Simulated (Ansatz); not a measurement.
Run report: CH3Cl2Si, saddle-point search (part 2 of 2)

CH3Cl2Si, multiplicity 2, SMILES [CH2][SiH](Cl)Cl; HF/6-31G, UHF (Ansatz 0.2.0). The run did not end well. The atoms were displaced at random from an optimised geometry.

Geometry of the input (Å):
```
C  -0.6101  0.7426  0.0685
Si 0.4027  -0.6231  0.0311
Cl 1.5634  -0.2341  -1.5998
Cl -0.4938  -2.2324  -0.2095
H  -1.6179  1.2163  -0.6334
H  -0.5931  1.3186  1.0209
H  1.4833  -0.5584  1.2546
```

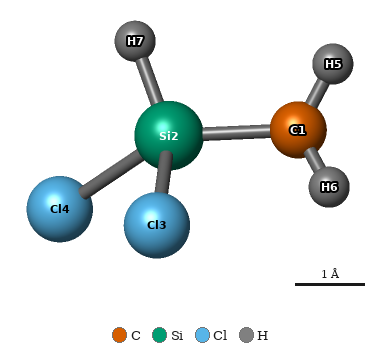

Figure 1. The geometry at step 35 of the log (ball-and-stick view, seen at a tilt; atoms are numbered from 1 in the order of the input).

**Trajectory as extended XYZ, continued**
```
7
Properties=species:S:1:pos:R:3:forces:R:3 step=19 energy=-33943.96507
C    -0.7867    0.9197    0.2130    0.0898  -0.1718  -0.1517
Si    0.2490   -0.6596    0.0938    0.2118   0.0647  -0.0476
Cl    1.4476   -0.0461   -1.6288    0.4695  -0.0336   0.0116
Cl    0.0250   -2.8073   -0.3489   -0.7339   0.5424   0.0937
H    -1.6432    1.2953   -0.3186   -0.0453  -0.4584   0.0522
H    -0.0710    1.6822    0.5168   -0.4060  -0.0061   0.1650
H     0.9138   -0.7546    1.4051    0.4140   0.0629  -0.1232
7
Properties=species:S:1:pos:R:3:forces:R:3 step=20 energy=-33943.88690
C    -0.7835    0.9261    0.2098    0.1964  -0.2071  -0.1173
Si    0.2391   -0.6653    0.0992    0.2040   0.0792  -0.0540
Cl    1.4439   -0.0331   -1.6147    0.5020  -0.0505   0.0215
Cl    0.0547   -2.8150   -0.3612   -0.7670   0.5367   0.0908
H    -1.6640    1.3036   -0.2741   -0.1177  -0.4419   0.0115
H    -0.0349    1.6814    0.4507   -0.4540   0.0107   0.1764
H     0.8790   -0.7680    1.4228    0.4363   0.0729  -0.1290
7
Properties=species:S:1:pos:R:3:forces:R:3 step=21 energy=-33943.80687
C    -0.7772    0.9323    0.2067    0.0879  -0.1666  -0.1912
Si    0.2294   -0.6712    0.1042    0.2315   0.0840  -0.0468
Cl    1.4429   -0.0224   -1.6000    0.5328  -0.0701   0.0304
Cl    0.0846   -2.8227   -0.3745   -0.8016   0.5388   0.0909
H    -1.6853    1.3140   -0.2255   -0.0406  -0.4937   0.0560
H    -0.0039    1.6814    0.3813   -0.4647   0.0339   0.2002
H     0.8438   -0.7817    1.4402    0.4546   0.0737  -0.1395
7
Properties=species:S:1:pos:R:3:forces:R:3 step=22 energy=-33943.72764
C    -0.7722    0.9398    0.1999    0.1592  -0.2209  -0.1878
Si    0.2215   -0.6757    0.1092    0.2239   0.1023  -0.0529
Cl    1.4455   -0.0137   -1.5855    0.5629  -0.0875   0.0487
Cl    0.1145   -2.8275   -0.3874   -0.8349   0.5256   0.0866
H    -1.7038    1.3251   -0.1690   -0.1099  -0.4883   0.0305
H     0.0218    1.6793    0.3073   -0.4745   0.0813   0.2191
H     0.8072   -0.7978    1.4578    0.4734   0.0875  -0.1441
7
Properties=species:S:1:pos:R:3:forces:R:3 step=23 energy=-33943.65037
C    -0.7645    0.9465    0.1918    0.0204  -0.1622  -0.2592
Si    0.2140   -0.6799    0.1136    0.2542   0.1015  -0.0460
Cl    1.4517   -0.0075   -1.5703    0.5914  -0.1062   0.0686
Cl    0.1441   -2.8318   -0.4011   -0.8691   0.5167   0.0842
H    -1.7221    1.3375   -0.1064   -0.0087  -0.5531   0.0738
H     0.0419    1.6788    0.2298   -0.4764   0.1105   0.2323
H     0.7693   -0.8139    1.4751    0.4882   0.0926  -0.1537
7
Properties=species:S:1:pos:R:3:forces:R:3 step=24 energy=-33943.57876
C    -0.7593    0.9545    0.1794    0.1479  -0.1810  -0.2721
Si    0.2078   -0.6831    0.1178    0.2526   0.1253  -0.0484
Cl    1.4624   -0.0036   -1.5542    0.6150  -0.1208   0.0987
Cl    0.1730   -2.8342   -0.4152   -0.9004   0.5026   0.0814
H    -1.7354    1.3487   -0.0350   -0.0804  -0.5416   0.0627
H     0.0561    1.6787    0.1475   -0.5349   0.1112   0.2351
H     0.7297   -0.8314    1.4921    0.5002   0.1043  -0.1573
7
Properties=species:S:1:pos:R:3:forces:R:3 step=25 energy=-33943.51653
C    -0.7510    0.9619    0.1644   -0.0489  -0.1600  -0.3269
Si    0.2026   -0.6858    0.1216    0.2845   0.1378  -0.0411
Cl    1.4779   -0.0019   -1.5366    0.6371  -0.1345   0.1314
Cl    0.2007   -2.8357   -0.4301   -0.9317   0.4921   0.0793
H    -1.7451    1.3610    0.0442    0.0453  -0.6121   0.0941
H     0.0606    1.6796    0.0602   -0.4930   0.1673   0.2256
H     0.6887   -0.8496    1.5086    0.5068   0.1094  -0.1624
7
Properties=species:S:1:pos:R:3:forces:R:3 step=26 energy=-33943.46902
C    -0.7471    0.9695    0.1448    0.0864  -0.1682  -0.3597
Si    0.1988   -0.6867    0.1255    0.2876   0.1631  -0.0414
Cl    1.4986   -0.0012   -1.5166    0.6521  -0.1419   0.1746
Cl    0.2261   -2.8347   -0.4453   -0.9573   0.4785   0.0765
H    -1.7459    1.3702    0.1332   -0.0028  -0.5983   0.0948
H     0.0583    1.6814   -0.0340   -0.5749   0.1430   0.2187
H     0.6456   -0.8690    1.5248    0.5089   0.1238  -0.1635
7
Properties=species:S:1:pos:R:3:forces:R:3 step=27 energy=-33943.44211
C    -0.7408    0.9752    0.1216   -0.1582  -0.1742  -0.3412
Si    0.1969   -0.6867    0.1292    0.3229   0.1797  -0.0411
Cl    1.5256   -0.0016   -1.4935    0.6633  -0.1454   0.2219
Cl    0.2484   -2.8319   -0.4614   -0.9803   0.4658   0.0725
H    -1.7365    1.3799    0.2308    0.1367  -0.6695   0.0855
H     0.0404    1.6837   -0.1348   -0.4909   0.2082   0.1651
H     0.6004   -0.8890    1.5404    0.5064   0.1354  -0.1626
7
Properties=species:S:1:pos:R:3:forces:R:3 step=28 energy=-33943.43635
C    -0.7406    0.9802    0.0960   -0.0221  -0.1603  -0.3601
Si    0.1959   -0.6843    0.1337    0.3325   0.1923  -0.0467
Cl    1.5569   -0.0003   -1.4658    0.6720  -0.1431   0.2698
Cl    0.2665   -2.8261   -0.4787   -0.9934   0.4577   0.0721
H    -1.7132    1.3836    0.3358    0.1389  -0.6369   0.0553
H     0.0159    1.6842   -0.2443   -0.6297   0.1365   0.1738
H     0.5530   -0.9078    1.5557    0.5018   0.1540  -0.1642
7
Properties=species:S:1:pos:R:3:forces:R:3 step=29 energy=-33943.45664
C    -0.7398    0.9818    0.0696   -0.1750  -0.2233  -0.2453
Si    0.1975   -0.6815    0.1382    0.3559   0.2150  -0.0719
Cl    1.5949    0.0013   -1.4338    0.6671  -0.1329   0.3262
Cl    0.2809   -2.8183   -0.4967   -1.0003   0.4482   0.0680
H    -1.6693    1.3906    0.4427    0.1741  -0.6616   0.0000
H    -0.0335    1.6828   -0.3572   -0.5213   0.1806   0.0804
H     0.5037   -0.9271    1.5695    0.4995   0.1740  -0.1573
7
Properties=species:S:1:pos:R:3:forces:R:3 step=30 energy=-33943.49084
C    -0.7444    0.9816    0.0464   -0.0355  -0.1782  -0.2590
Si    0.1995   -0.6761    0.1434    0.3603   0.1937  -0.0900
Cl    1.6348    0.0074   -1.3964    0.6625  -0.1178   0.3750
Cl    0.2906   -2.8070   -0.5168   -0.9958   0.4473   0.0696
H    -1.6105    1.3932    0.5494    0.1872  -0.6044  -0.0891
H    -0.0890    1.6733   -0.4762   -0.6827   0.0639   0.1544
H     0.4533   -0.9429    1.5825    0.5040   0.1955  -0.1609
7
Properties=species:S:1:pos:R:3:forces:R:3 step=31 energy=-33943.54034
C    -0.7477    0.9784    0.0261   -0.1109  -0.2522  -0.1201
Si    0.2030   -0.6723    0.1489    0.3646   0.2042  -0.1331
Cl    1.6777    0.0158   -1.3538    0.6441  -0.0990   0.4255
Cl    0.2981   -2.7952   -0.5380   -0.9850   0.4475   0.0679
H    -1.5296    1.4047    0.6444    0.1591  -0.5893  -0.1643
H    -0.1708    1.6573   -0.5885   -0.5848   0.0751   0.0774
H     0.4038   -0.9591    1.5931    0.5129   0.2137  -0.1533
7
Properties=species:S:1:pos:R:3:forces:R:3 step=32 energy=-33943.58919
C    -0.7547    0.9734    0.0125    0.0329  -0.2147  -0.2228
Si    0.2060   -0.6671    0.1544    0.3525   0.1643  -0.1485
Cl    1.7196    0.0291   -1.3071    0.6183  -0.0767   0.4687
Cl    0.3032   -2.7808   -0.5610   -0.9669   0.4533   0.0678
H    -1.4364    1.4183    0.7291    0.1040  -0.5147  -0.2361
H    -0.2585    1.6293   -0.6972   -0.6749  -0.0395   0.2239
H     0.3553   -0.9726    1.6017    0.5341   0.2281  -0.1531
7
Properties=species:S:1:pos:R:3:forces:R:3 step=33 energy=-33943.63850
C    -0.7591    0.9668   -0.0006   -0.0700  -0.2947  -0.0443
Si    0.2085   -0.6647    0.1606    0.3435   0.1611  -0.1963
Cl    1.7593    0.0456   -1.2562    0.5965  -0.0616   0.5019
Cl    0.3083   -2.7670   -0.5850   -0.9470   0.4591   0.0655
H    -1.3289    1.4431    0.7931    0.0696  -0.5074  -0.3222
H    -0.3638    1.5940   -0.7876   -0.5443   0.0018   0.1358
H     0.3101   -0.9882    1.6081    0.5518   0.2416  -0.1404
7
Properties=species:S:1:pos:R:3:forces:R:3 step=34 energy=-33943.67566
C    -0.7673    0.9588   -0.0068    0.0148  -0.2601  -0.2170
Si    0.2091   -0.6622    0.1658    0.3270   0.1159  -0.1968
Cl    1.7951    0.0652   -1.2039    0.5676  -0.0457   0.5289
Cl    0.3137   -2.7518   -0.6102   -0.9271   0.4667   0.0636
H    -1.2140    1.4718    0.8415   -0.0111  -0.4471  -0.3533
H    -0.4688    1.5496   -0.8664   -0.5520  -0.0760   0.3100
H     0.2666   -1.0019    1.6124    0.5809   0.2463  -0.1354
7
Properties=species:S:1:pos:R:3:forces:R:3 step=35 energy=-33943.70668
C    -0.7741    0.9503   -0.0155   -0.0750  -0.3360   0.0208
Si    0.2079   -0.6626    0.1722    0.3138   0.1092  -0.2493
Cl    1.8259    0.0870   -1.1491    0.5551  -0.0403   0.5485
Cl    0.3208   -2.7376   -0.6351   -0.9090   0.4695   0.0590
H    -1.0910    1.5082    0.8657   -0.0660  -0.4605  -0.4092
H    -0.5818    1.5036   -0.9211   -0.4170  -0.0009   0.1465
H     0.2268   -1.0194    1.6152    0.5979   0.2590  -0.1163
7
Properties=species:S:1:pos:R:3:forces:R:3 step=36 energy=-33943.72361
C    -0.7846    0.9412   -0.0163   -0.0424  -0.2654  -0.1738
Si    0.2040   -0.6628    0.1771    0.3132   0.0561  -0.2370
Cl    1.8521    0.1105   -1.0943    0.5322  -0.0342   0.5671
Cl    0.3289   -2.7227   -0.6605   -0.8953   0.4742   0.0551
H    -0.9651    1.5444    0.8749   -0.1440  -0.4309  -0.4266
H    -0.6889    1.4536   -0.9652   -0.3882  -0.0575   0.3252
H     0.1881   -1.0346    1.6167    0.6245   0.2578  -0.1100
7
Properties=species:S:1:pos:R:3:forces:R:3 step=37 energy=-33943.73911
C    -0.7944    0.9325   -0.0206   -0.0516  -0.3149   0.0754
Si    0.1990   -0.6654    0.1839    0.3004   0.0525  -0.2921
Cl    1.8736    0.1352   -1.0372    0.5245  -0.0382   0.5842
Cl    0.3374   -2.7084   -0.6845   -0.8801   0.4680   0.0462
H    -0.8368    1.5818    0.8586   -0.2209  -0.4480  -0.4340
H    -0.7982    1.4085   -0.9856   -0.3069   0.0095   0.1095
H     0.1539   -1.0546    1.6177    0.6346   0.2712  -0.0892
7
Properties=species:S:1:pos:R:3:forces:R:3 step=38 energy=-33943.74356
C    -0.8049    0.9248   -0.0159   -0.0286  -0.2177  -0.1350
Si    0.1918   -0.6675    0.1891    0.3160   0.0035  -0.2716
Cl    1.8912    0.1607   -0.9805    0.5043  -0.0457   0.5979
Cl    0.3460   -2.6936   -0.7089   -0.8695   0.4655   0.0383
H    -0.7104    1.6148    0.8297   -0.3123  -0.4309  -0.4281
H    -0.9002    1.3622   -0.9992   -0.2621  -0.0407   0.2825
H     0.1209   -1.0717    1.6181    0.6523   0.2661  -0.0840
7
Properties=species:S:1:pos:R:3:forces:R:3 step=39 energy=-33943.74223
C    -0.8125    0.9197   -0.0142    0.0495  -0.2481   0.0605
Si    0.1845   -0.6716    0.1967    0.3035   0.0140  -0.3123
Cl    1.9040    0.1864   -0.9231    0.5034  -0.0644   0.6088
Cl    0.3558   -2.6793   -0.7312   -0.8570   0.4491   0.0250
H    -0.5882    1.6453    0.7777   -0.4069  -0.4336  -0.3854
H    -1.0000    1.3236   -0.9922   -0.2482   0.0055   0.0701
H     0.0908   -1.0946    1.6186    0.6556   0.2774  -0.0666
7
Properties=species:S:1:pos:R:3:forces:R:3 step=40 energy=-33943.72586
C    -0.8159    0.9178   -0.0047    0.0464  -0.1576  -0.1908
Si    0.1762   -0.6750    0.2030    0.3284  -0.0126  -0.2787
Cl    1.9139    0.2103   -0.8681    0.5024  -0.0897   0.6122
Cl    0.3673   -2.6652   -0.7532   -0.8526   0.4381   0.0126
H    -0.4732    1.6712    0.7170   -0.5052  -0.4077  -0.3330
H    -1.0941    1.2862   -0.9801   -0.1856  -0.0433   0.2432
H     0.0601   -1.1158    1.6185    0.6662   0.2727  -0.0655
7
Properties=species:S:1:pos:R:3:forces:R:3 step=41 energy=-33943.69933
C    -0.8150    0.9201    0.0004    0.1606  -0.1934  -0.0530
Si    0.1693   -0.6791    0.2113    0.3165   0.0200  -0.3026
Cl    1.9223    0.2311   -0.8154    0.5224  -0.1230   0.6184
Cl    0.3819   -2.6514   -0.7720   -0.8483   0.4133  -0.0059
H    -0.3685    1.6942    0.6401   -0.5967  -0.3945  -0.2588
H    -1.1847    1.2573   -0.9496   -0.2232  -0.0092   0.0545
H     0.0292   -1.1427    1.6177    0.6688   0.2868  -0.0527
7
Properties=species:S:1:pos:R:3:forces:R:3 step=42 energy=-33943.65744
C    -0.8078    0.9258    0.0107    0.0780  -0.1349  -0.3440
Si    0.1628   -0.6820    0.2182    0.3461   0.0148  -0.2657
Cl    1.9313    0.2469   -0.7674    0.5480  -0.1598   0.6235
Cl    0.4003   -2.6385   -0.7896   -0.8552   0.3964  -0.0230
H    -0.2741    1.7141    0.5587   -0.6679  -0.3482  -0.1730
H    -1.2728    1.2315   -0.9135   -0.1287  -0.0590   0.2385
H    -0.0051   -1.1682    1.6153    0.6797   0.2907  -0.0562
7
Properties=species:S:1:pos:R:3:forces:R:3 step=43 energy=-33943.60987
C    -0.7980    0.9349    0.0139    0.2154  -0.1801  -0.2343
Si    0.1590   -0.6846    0.2261    0.3338   0.0619  -0.2924
Cl    1.9434    0.2569   -0.7228    0.5765  -0.1974   0.6461
Cl    0.4230   -2.6261   -0.8034   -0.8616   0.3675  -0.0460
H    -0.1924    1.7320    0.4667   -0.7413  -0.3329  -0.1025
H    -1.3578    1.2139   -0.8585   -0.2103  -0.0333   0.0757
H    -0.0428   -1.1973    1.6104    0.6874   0.3143  -0.0467
7
Properties=species:S:1:pos:R:3:forces:R:3 step=44 energy=-33943.55900
C    -0.7818    0.9458    0.0194    0.0227  -0.1570  -0.5494
Si    0.1566   -0.6859    0.2315    0.3667   0.0677  -0.2687
Cl    1.9602    0.2604   -0.6813    0.5973  -0.2319   0.6752
Cl    0.4496   -2.6152   -0.8157   -0.8768   0.3489  -0.0671
H    -0.1225    1.7477    0.3712   -0.7515  -0.2623  -0.0146
H    -1.4431    1.2003   -0.7951   -0.0594  -0.0946   0.2787
H    -0.0847   -1.2235    1.6024    0.7009   0.3292  -0.0542
7
Properties=species:S:1:pos:R:3:forces:R:3 step=45 energy=-33943.52358
C    -0.7668    0.9571    0.0143    0.2060  -0.1940  -0.4602
Si    0.1576   -0.6860    0.2359    0.3506   0.1188  -0.3070
Cl    1.9846    0.2578   -0.6395    0.5875  -0.2577   0.7282
Cl    0.4781   -2.6048   -0.8251   -0.8840   0.3213  -0.0936
H    -0.0660    1.7616    0.2677   -0.8063  -0.2645   0.0213
H    -1.5238    1.1929   -0.7106   -0.1648  -0.0822   0.1565
H    -0.1293   -1.2490    1.5897    0.7110   0.3583  -0.0452
7
Properties=species:S:1:pos:R:3:forces:R:3 step=46 energy=-33943.50557
C    -0.7458    0.9676    0.0080   -0.1226  -0.2094  -0.7394
Si    0.1599   -0.6854    0.2369    0.3810   0.1302  -0.2953
Cl    2.0139    0.2511   -0.5946    0.5635  -0.2776   0.7790
Cl    0.5072   -2.5960   -0.8344   -0.8924   0.3075  -0.1176
H    -0.0227    1.7720    0.1575   -0.7299  -0.1644   0.0767
H    -1.6025    1.1894   -0.6142    0.0818  -0.1614   0.3472
H    -0.1756   -1.2692    1.5733    0.7186   0.3750  -0.0506
7
Properties=species:S:1:pos:R:3:forces:R:3 step=47 energy=-33943.51836
C    -0.7307    0.9758   -0.0108    0.1004  -0.2134  -0.6610
Si    0.1642   -0.6835    0.2358    0.3605   0.1719  -0.3232
Cl    2.0482    0.2423   -0.5437    0.5004  -0.2841   0.8373
Cl    0.5349   -2.5867   -0.8435   -0.8879   0.2922  -0.1416
H     0.0099    1.7792    0.0386   -0.8099  -0.2150   0.0701
H    -1.6692    1.1875   -0.4963    0.0129  -0.1473   0.2593
H    -0.2229   -1.2851    1.5522    0.7235   0.3958  -0.0407
7
Properties=species:S:1:pos:R:3:forces:R:3 step=48 energy=-33943.55736
C    -0.7111    0.9808   -0.0324   -0.3373  -0.2796  -0.7622
Si    0.1687   -0.6820    0.2319    0.3868   0.1900  -0.3118
Cl    2.0834    0.2333   -0.4856    0.4323  -0.2878   0.8760
Cl    0.5608   -2.5784   -0.8538   -0.8793   0.2897  -0.1637
H     0.0232    1.7802   -0.0901   -0.6361  -0.0848   0.0775
H    -1.7216    1.1917   -0.3658    0.3138  -0.2316   0.3193
H    -0.2689   -1.2960    1.5281    0.7200   0.4041  -0.0351
7
Properties=species:S:1:pos:R:3:forces:R:3 step=49 energy=-33943.61745
C    -0.7020    0.9821   -0.0621   -0.0749  -0.2421  -0.6629
Si    0.1725   -0.6786    0.2266    0.3691   0.1993  -0.3126
Cl    2.1158    0.2269   -0.4209    0.3484  -0.2794   0.9008
Cl    0.5833   -2.5672   -0.8661   -0.8609   0.2888  -0.1787
H     0.0297    1.7748   -0.2242   -0.7697  -0.1876   0.0818
H    -1.7504    1.1927   -0.2230    0.2656  -0.1875   0.1921
H    -0.3144   -1.3012    1.5021    0.7224   0.4084  -0.0204
7
Properties=species:S:1:pos:R:3:forces:R:3 step=50 energy=-33943.68680
C    -0.6902    0.9796   -0.0908   -0.4457  -0.3356  -0.5425
Si    0.1757   -0.6774    0.2206    0.3870   0.2127  -0.3001
Cl    2.1434    0.2231   -0.3518    0.2785  -0.2737   0.9029
Cl    0.6048   -2.5569   -0.8793   -0.8391   0.2930  -0.1932
H     0.0098    1.7605   -0.3616   -0.5428  -0.0489   0.0427
H    -1.7524    1.2058   -0.0798    0.4456  -0.2511   0.0895
H    -0.3566   -1.3052    1.4751    0.7166   0.4037   0.0008
```
